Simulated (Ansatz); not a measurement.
# AlH3S2: ladder of basis sets, by script

How does the energy of AlH3S2 converge with the basis? A script is to give a ladder of basis sets; the system is AlH3S2.

Computed with the Python package of Ansatz 0.2.0. The levels of theory stand in the script.

## Step 1: The structure

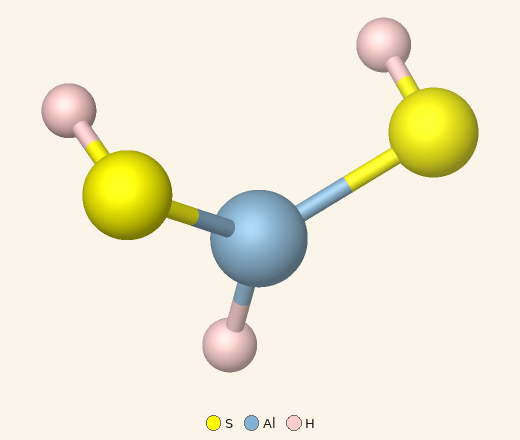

The structure that the script starts from, seen from a chosen angle (sulfur yellow, aluminium light blue, hydrogen pink).

No structure file is read: the coordinates are typed or built in the script.

## Step 2: The script

alh3s2_basis.py

```python
'''Basis-set convergence for AlH3S2.'''

import ansatz

GEOMETRY = '''
S    -1.27960   -1.20280   -1.17680
Al    0.46360    0.03940   -0.50010
S     1.38210   -0.39220    1.49950
H    -2.15000   -0.24420   -0.59030
H     1.05690    1.19670   -1.44200
H     0.56900    0.53900    2.16350
'''

molecule = ansatz.Crystal.molecule()
for line in GEOMETRY.strip().splitlines():
    symbol, *xyz = line.split()
    molecule = molecule.atom(symbol, [float(v) for v in xyz])

setup = molecule.calculation().correlation('mp2')

energies = {}
for basis in ['cc-pVDZ', 'cc-pVTZ']:
    summary = setup.basis(gaussian=basis).run().report
    size = summary['n_frozen'] + summary['n_occupied'][0] + summary['n_virtual'][0]
    energies[basis] = (summary['reference_energy_ev'] / 27.211386246, summary['free_energy_ev'] / 27.211386246)
    print(f'{basis:14s} {size:4d} orbitals  reference {energies[basis][0]:14.6f} Ha  total {energies[basis][1]:14.6f} Ha')

# two-point extrapolation: the basis-set error of the correlation energy falls as X^-3
small, large = (energies[b][1] - energies[b][0] for b in ('cc-pVDZ', 'cc-pVTZ'))
limit = (3 ** 3 * large - 2 ** 3 * small) / (3 ** 3 - 2 ** 3)
print(f'correlation energy: {small:.6f} and {large:.6f} Ha, extrapolated {limit:.6f} Ha')
print(f'share caught by the larger set: {100 * large / limit:.1f} %')
```

## Step 3: What the engine is handed

The package turns the script's settings into the engine's input (first run):

```yaml
crystal:
  periodic: [false, false, false]
  atoms:
    - { symbol: S, position_ang: [-1.2796, -1.2028, -1.1768] }
    - { symbol: Al, position_ang: [0.4636, 0.0394, -0.5001] }
    - { symbol: S, position_ang: [1.3821, -0.3922, 1.4995] }
    - { symbol: H, position_ang: [-2.15, -0.2442, -0.5903] }
    - { symbol: H, position_ang: [1.0569, 1.1967, -1.442] }
    - { symbol: H, position_ang: [0.569, 0.539, 2.1635] }
basis:
  gaussian:
    orbitals: cc-pVDZ
correlation:
  method: mp2
```

## Step 4: Running it

The run is started by

```bash
$ python alh3s2_basis.py
```

**Question.** How far does the total energy move along this ladder of basis sets?

The runs gave:

```
                       quantity         value
extrapolated correlation energy  -0.475482 Ha
                  runs compared             2
   correlation energy, last run    -11.770 eV
```

**Reading.** Against cc-pVDZ: cc-pVTZ -147.5 mHa. The last step alone is -147.49 mHa. From the first set to the last the time grows from 1.3 to 4.1 s. Caveats:
- The drop along the ladder measures the basis error, and is no property of the molecule.
- The geometry is a force-field or estimated start, not a minimum of this method, and the last set is no limit. Much of the fall in a total is atomic energy, which cancels in bond and reaction energies.
- Inner cores stay frozen, so this is valence correlation.
- For Al to Cl the sets with a tight d function, cc-pV(X+d)Z, are usual.
- An extrapolation from small basis sets is rough.
